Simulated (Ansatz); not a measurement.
COSi (SMILES [C]1=[Si-]O1) (charge −1, doublet)

Input file:

```
crystal:
  periodic: [false, false, false]
  atoms:
    - {symbol: C, position_ang: [1.869057, 0.240362, 0.994729]}
    - {symbol: O, position_ang: [0.592777, 0.216082, 1.176199]}
    - {symbol: Si, position_ang: [1.006623, -0.020171, -0.716381]}
basis:
  gaussian:
    orbitals: def2-TZVPD
magnetization:
  spin_polarized: true
  initial_magnetization: 1
hamiltonian:
  xc: pbe0
total_charge: -1
output:
  forces: true
  orbitals: {seedname: orbitals}
```

Command:

```sh
ansatz run input.yaml --threads 1 --pin off --max-ram 2610MiB --events-out events.jsonl --progress --plain --runs-dir runs
```

Geometry: r2SCAN-D4/def2-SVPD; the highest occupied orbital lies above zero, a sign that basis and functional describe the outermost electron poorly.

Method: Ansatz, isolated molecule in a Gaussian basis; Kohn-Sham density functional theory, functional PBE0.

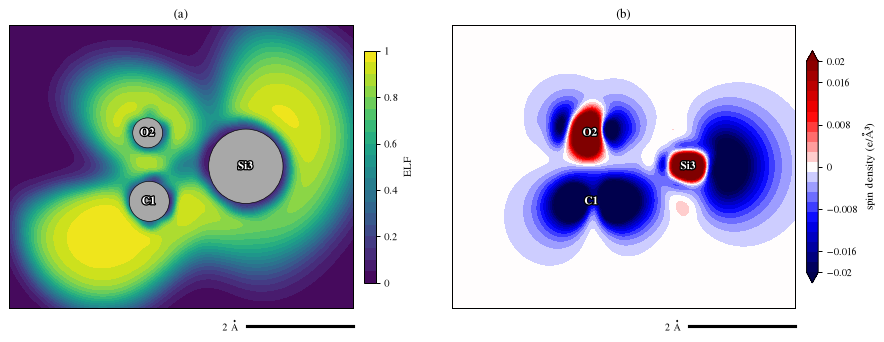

Figure 1. (a) electron localisation function; (b) spin density (α minus β) on the molecular plane. Grey discs cover the atomic cores in the ELF map.

> What does the map show?

The section cuts through C, O and Si sites. C–O (1.29 Å): the ELF peaks at about 0.85 between the atoms (a polar covalent bond). C–Si (1.93 Å): the ELF peaks at about 0.80 between the atoms (a covalent bond). Si–O (1.95 Å): the ELF peaks at about 0.80 in the valence shell of O, 0.6 Å from its nucleus, and is about 0.45 at the midpoint. The ELF also peaks beside C1, Si3 and O2, away from the bonds: non-bonding electrons, paired or unpaired. The unpaired spin (1 electron) lies mostly on Si3 (about 0.8) and O2 (about 0.1), in electrons by Hirshfeld's partition.

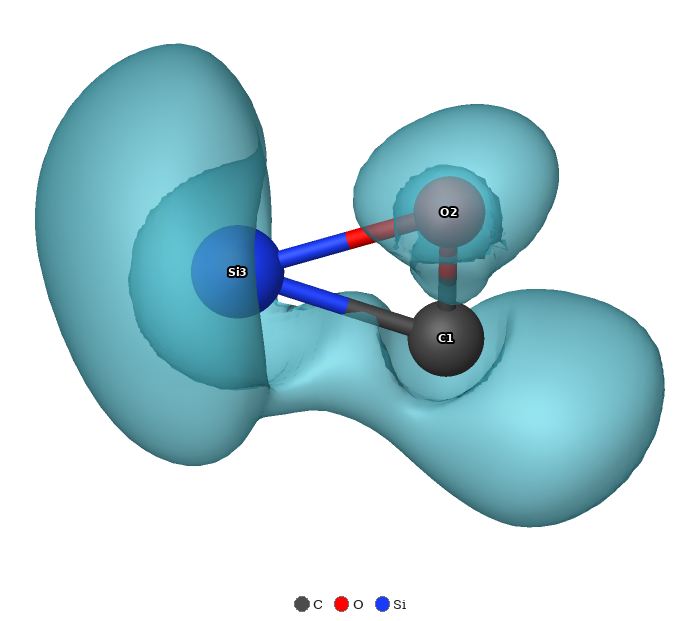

Figure 2. Isosurface of the ELF at 0.75 (cyan), seen at an oblique angle. Only the valence region is drawn (cores and ρ < 0.01 e/Å³ removed).

> What do the ELF domains correspond to?

At this value the surface marks out one region on O in which the atom's valence shell and bonds are merged and one joined region spread over several atoms (C, Si), in which their bonds and any lone pairs are merged.

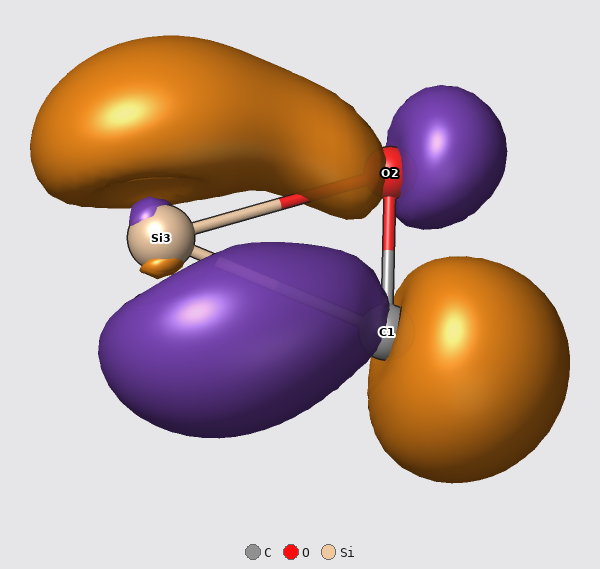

Figure 3. The HOMO (β) at ±0.15 Å⁻³ᐟ² (orange and purple are the two phases), seen at a tilt.

> What is the character of this orbital?

It lies mainly on C1 (about 45 %), Si3 (about 40 %) and O2 (about 15 %); it is symmetric in the molecular plane (an in-plane orbital: σ, lone-pair or in-plane π type). Its energy is 0.30 eV.
